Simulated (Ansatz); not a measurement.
C$_{3}$H$_{6}$AlN (SMILES N=[CH][Al]1[CH2][CH2]1)

```xyz
11

N     0.0622    2.8708    0.9407
C     0.8080    2.0739    0.2844
Al    0.3187    0.1946   -0.0935
C    -0.9217   -1.2417    0.0505
C     0.4196   -1.5952   -0.7296
H    -0.8069    2.4215    1.2389
H     1.7551    2.5073   -0.0604
H    -1.8220   -1.2901   -0.5603
H    -1.0689   -1.8022    0.9722
H     0.2810   -1.8498   -1.7789
H     1.0402   -2.3461   -0.2432
```

Geometry: PBE0-D4/def2-TZVP.

The calculation used RKS PBE0-D4/def2-TZVPP in Ansatz.

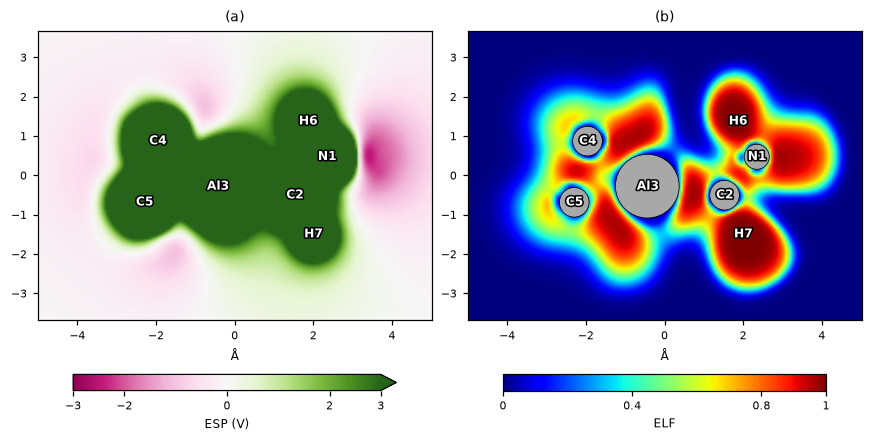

Figure 1. (a) molecular electrostatic potential; (b) ELF on the plane of atoms C2, Al3 and C4. Grey discs cover the atomic cores in the ELF map.

> What do the fields say about this system?

The plane passes through N, C, Al and H nuclei.
C–N (1.27 Å): the ELF peaks at about 0.90 between the atoms (a covalent bond).
C–C (1.59 Å): the ELF peaks at about 0.90 between the atoms (a shared electron pair).
C–Al (1.90 Å): the ELF peaks at about 0.85 between the atoms: a shared but strongly polarised pair.
N–H (1.02 Å): the ELF climbs to about 1 towards the hydrogen, as it does in any bond to H (a covalent bond by its length).
C–Al (1.98 Å): the ELF peaks at about 0.95 between the atoms (a polar covalent bond).
The ELF also peaks beside N1, away from the bonds: lone-pair regions.
Outside the dense part of the molecule the potential is most negative (−2.3 V) near N1.

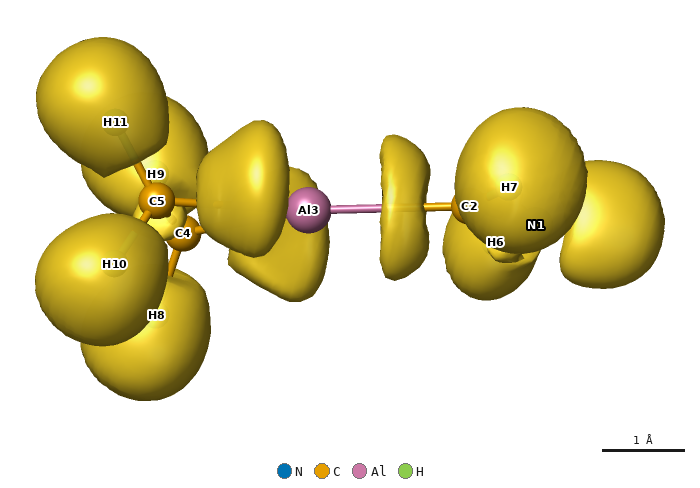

Figure 2. Isosurface of the ELF at 0.85 (yellow), seen from one side. Only the valence region is drawn (cores and ρ < 0.01 e/Å³ removed).

> Describe the localisation domains.

The ELF exceeds this value in one region between bonded Al–C atoms (shared pairs), one region between bonded C–C atoms (shared pairs), one region between bonded C–N atoms (shared pairs), six regions around hydrogen nuclei, two lobes on Al, pointing away from the bonds (lone pairs) and one lobe on N, pointing away from the bonds (lone pairs).

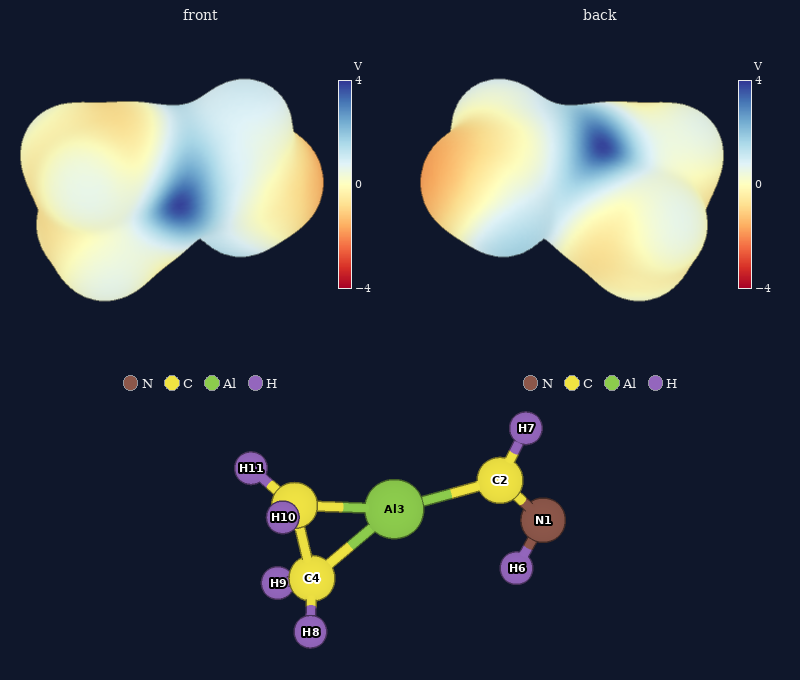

Figure 3. The electrostatic potential painted on the density surface at 0.002 e/bohr³, seen from the front and from behind; the colour scale runs from red (negative) to blue (positive). The bare structure is drawn below in the same view.

> Which sites attract a positive test charge, and which a negative one?

A positive charge is drawn to the negative regions and a negative charge to the positive ones. The most negative region (about −1.7 V) lies over N1, the most positive (about +3.6 V) over Al3. N1 is the likeliest acceptor of a hydrogen bond.
